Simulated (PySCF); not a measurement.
# GaH3F− (SMILES [F][GaH3-]): PBE0/STO-6G

Aim: the vertical singlet–triplet gap of GaH3F− at PBE0/STO-6G, from 2 runs. The job is set up through a Python script.

The results are computed with PySCF 2.14.0.

11 further runs of the same task are left out: 4 that didn't finish, 7 set aside as unsound or not needed.

### Step 1. The structure to begin with

The species is GaH3F− (5 atoms), meant as a singlet with charge -1. As SMILES, `[F][GaH3-]`. Geometry: a GFN2-xTB relaxation, a rough one for these elements and not checked as a minimum.

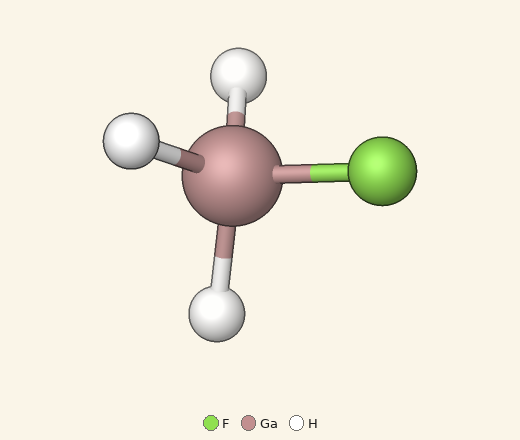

The structure, seen from a chosen angle (fluorine green, gallium pink, hydrogen white).

### Step 2. The energy at PBE0/STO-6G

Input file run.py:

```python
# [F][GaH3-]
from pyscf import gto, dft

molecule = gto.M(
    atom='''
F     -0.500550    -0.495900     1.533090
Ga     0.029420     0.026920    -0.084310
H     -0.873870     1.229730    -0.473840
H     -0.177300    -1.196140    -1.021500
H      1.522310     0.435400     0.046550
''',
    charge=-1,
    verbose=3,
    max_memory=1860,
    basis='sto-6g',
)

ks = dft.RKS(molecule, xc='pbe0')
ks.grids.level = 5
ks.conv_tol = 1e-10
ks.kernel()
if not ks.converged:
    ks = ks.newton().run(ks.mo_coeff, ks.mo_occ)

e_final = ks.e_tot
print(f'total energy: {e_final:.8f} hartree')
```

Command:

```bash
$ OMP_NUM_THREADS=1 python run.py
```

The program printed:

```text
converged SCF energy = -2014.78356461437
total energy: -2014.78356461 hartree
```

Wall time 4.5 s (1 thread of Arm Neoverse V2, shared host); peak memory 0.23 GiB.

### Step 3. The triplet at the same level

Input file geometry.xyz:

```xyz
5

F     -0.500550    -0.495900     1.533090
Ga     0.029420     0.026920    -0.084310
H     -0.873870     1.229730    -0.473840
H     -0.177300    -1.196140    -1.021500
H      1.522310     0.435400     0.046550
```

Input file run.py:

```python
from pyscf import gto, dft

mol = gto.Mole()
mol.atom = 'geometry.xyz'
mol.basis = 'sto-6g'
mol.spin = 2
mol.verbose = 4
mol.charge = -1
mol.max_memory = 1860
mol.build()

ks = dft.UKS(mol)
ks.xc = 'pbe0'
ks.conv_tol = 1e-10
ks.grids.level = 5
ks.kernel()
if not ks.converged:
    ks = ks.newton().run(ks.mo_coeff, ks.mo_occ)

e_tot = ks.e_tot
print(f'total energy: {e_tot:.8f} hartree')
```

Command:

```bash
$ OMP_NUM_THREADS=1 python run.py
```

The program printed:

```text
PySCF version 2.14.0

[... 54 lines left out ...]
[... the frontier-level lines of each cycle are left out ...]
[... 27 lines left out ...]
[... 23 lines left out ...]
[... 23 lines left out ...]
[... 23 lines left out ...]
[... 23 lines left out ...]
[... 23 lines left out ...]
[... 23 lines left out ...]
[... 23 lines left out ...]
[... 5 lines left out ...]

cycle= 35 E= -2014.62435741173  delta_E= -5.19e-10  |g|= 2.61e-06  |ddm|= 0.000173


cycle= 36 E= -2014.62435741186  delta_E= -1.31e-10  |g|= 1.35e-06  |ddm|= 8.2e-05


cycle= 37 E= -2014.62435741188  delta_E= -2.09e-11  |g|= 9.65e-07  |ddm|= 4.2e-05


Extra cycle  E= -2014.62435741189  delta_E= -8.19e-12  |g|= 9.52e-07  |ddm|= 5.75e-06
converged SCF energy = -2014.62435741189  <S^2> = 2.00783  2S+1 = 3.0052155
total energy: -2014.62435741 hartree
```

Wall time 17 s (1 thread of Arm Neoverse V2, shared host); peak memory 0.24 GiB.

### Step 4. Results

Level: PBE0/STO-6G.

| quantity | value |
| --- | --- |
| singlet: total energy | -2014.78356 Eh |
| singlet: HOMO energy | 7.28 eV |
| singlet: LUMO energy | 14.36 eV |
| singlet: HOMO–LUMO gap (to an unbound level, set by the basis) | 7.08 eV |
| triplet: total energy | -2014.62436 Eh |
| triplet: HOMO energy (highest over α and β) | 10.57 eV |
| triplet: ⟨S²⟩ | 2.008 |
| vertical energy of the triplet above the singlet | 4.332 eV |

In words: At this shape the triplet lies 4.33 eV (418 kJ/mol) above the singlet. For an anion a state so high probably lies above electron detachment. In a minimal basis such a difference can be off by several eV, whatever the method. Mulliken charges (singlet) run from -0.32 on F1 to -0.16 on H5; they depend strongly on the basis. The HOMO (singlet) lies at positive energy, 7.28 eV; only total energies tell whether the electron is bound. Mulliken charges (triplet) run from -0.38 on Ga2 to -0.12 on H5; they depend strongly on the basis. The HOMO (triplet) lies at positive energy, 10.57 eV; only total energies tell whether the electron is bound.
